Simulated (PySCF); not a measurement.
Input file:

```
{"job": {"kind": "sp", "xc": "wB97X", "basis": "ma-def2-TZVP", "d3": "d3bj", "grid": 2}, "charge": -1, "multiplicity": 1}
Cl    -1.108175     1.897236    -0.604550
Si     0.032450     0.021087    -0.242481
Cl    -1.111668    -1.852339     0.099521
Cl     2.272361     0.006232    -0.218329
H      0.033881     0.299182     1.218818
H      0.061699    -0.248647    -1.705139
```

Run with:

```sh
OMP_NUM_THREADS=1 python redox_run.py task.json out
```

Geometry: PBE0-D3(BJ)/ma-def2-SVP.

Computed with DFT single point, gas phase, functional wB97X in PySCF 2.14.0, density-fitted response routines.

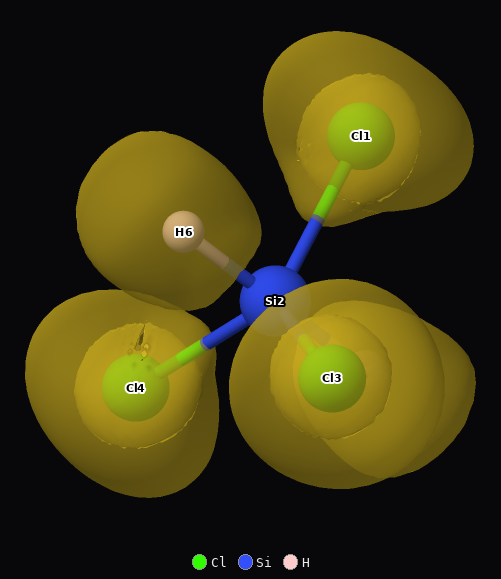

Cl3H2Si (SMILES Cl[SiH2-](Cl)Cl) (charge −1). Isosurface of the ELF at 0.8 (yellow), seen at an oblique angle. Core shells and regions of very low density are left out.

Question: Describe the localisation domains.

Answer: The ELF exceeds this value in two regions around hydrogen nuclei and three regions on Cl in which the atom's valence shell and bonds are merged.

Values along the shortest contacts:
Si–Cl (2.22 Å): the ELF peaks at about 0.85 between the atoms: a polar covalent bond. Si–H (1.49 Å): the ELF climbs to about 1 towards the hydrogen, as it does in any bond to H.
